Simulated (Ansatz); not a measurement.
**AlH₂F + AsH₃: a complex and its separated parts**

The complex below is one end of an elementary step. How strongly is it bound against its free parts?

Method: PBE0-D4/def2-TZVP structures, single points in def2-TZVPP, no counterpoise correction; program: Ansatz 0.2.0, Gaussian basis.

Levels: SPW92, PBE-D4, BLYP-D4, r2SCAN-D4, B97M-V, PBE0-D4, B3LYP-D4, r2SCAN0-D4, BHLYP-D4, CAM-B3LYP-D4, wB97X-V, wB97M-V, B2PLYP, PBE-QIDH, RPA on PBE, Hartree-Fock, MP2, CCSD, CCSD(T).

Correlated methods freeze the cores. Filled d shells of the heavier atoms are correlated. B3LYP uses VWN-RPA correlation. B2PLYP carries no dispersion term here.

21 further runs of the same task are left out: 21 set aside as unsound or not needed.

### Step 1. Starting geometry

The complex: 8 atoms, charge 0, spin multiplicity 1.

Atoms are counted from 1 here; the program's logs count them from 0.

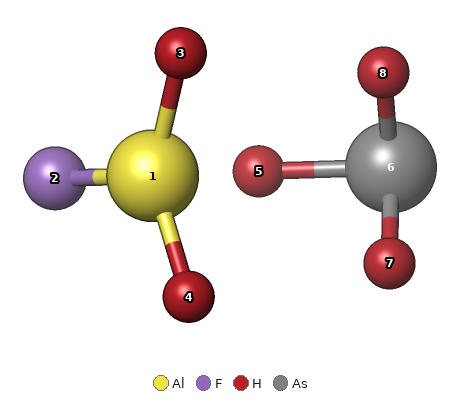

Start geometry, drawn with aluminium yellow, fluorine purple, hydrogen red, arsenic grey; atoms are numbered from 1 in the order of the file.

As a file:

```xyz
8
AlAsFH5
Al   -0.0807   -0.1204   -1.3086
F    -1.5593   -0.8561   -1.4671
H     1.1847   -1.0632   -1.3140
H    -0.0490    1.4493   -1.4678
H    -0.9370   -0.4059    0.8989
As   -0.0123    0.1164    2.0034
H     0.2419    1.4236    1.2682
H     1.2116   -0.5440    1.3870
```

Its parts: AlH₂F holds atoms 1, 2, 3, 4; AsH₃ holds atoms 5, 6, 7, 8. Each part counts its atoms afresh in its own runs.

### Step 2. Relaxing AlH₂F alone

File relax-a/in.yaml:

```yaml
crystal:
  periodic: [false, false, false]
  atoms:
    - {symbol: Al, position_ang: [-0.080717, -0.120375, -1.308585]}
    - {symbol: F, position_ang: [-1.559270, -0.856115, -1.467053]}
    - {symbol: H, position_ang: [1.184679, -1.063205, -1.314022]}
    - {symbol: H, position_ang: [-0.048986, 1.449273, -1.467806]}
basis:
  gaussian: {orbitals: def2-TZVP}
hamiltonian: {xc: pbe0, dispersion: d4}
relax: {f_tol: 0.005, max_steps: 200}
```

No record of the launch command was kept for these runs.

Further steps of the session: Relaxing AsH₃ alone; wB97M-V/def2-TZVPP; CCSD(T)/def2-TZVPP; Vibrations of AlH₂F; Vibrations of AsH₃.

Q: Predict the outcome of this session. Wanted: complex less parts, CCSD(T)/def2-TZVPP; with zero-point energy; largest T1 diagnostic.

**Answer**, as computed:

```
                              quantity         value
complex less parts, CCSD(T)/def2-TZVPP  -13.3 kJ/mol
                with zero-point energy   -9.1 kJ/mol
                 largest T1 diagnostic         0.012
```

In words: At CCSD(T) the complex lies 13.3 kJ/mol below its parts. Among the functionals CAM-B3LYP-D4 lands nearest to CCSD(T) (-0.5 kJ/mol) and SPW92 farthest (-21.7 kJ/mol). Mean unsigned error by rung: LDA 21.7, GGA 5.6, meta-GGA 3.6, hybrid 4.1, range-separated hybrid 2.4, double hybrid 3.5 kJ/mol. PBE-D4 gives a relative energy 9.5 kJ/mol too low, outside chemical accuracy (1 kcal/mol, 4.2 kJ/mol). The complex's frequency run has imaginary modes: the structure is no minimum, so both the energy and the zero-point correction are in doubt. No counterpoise was applied, and triple zeta lacks some correlation, so the CCSD(T) reference has a basis error of its own, and close matches with it are partly luck.
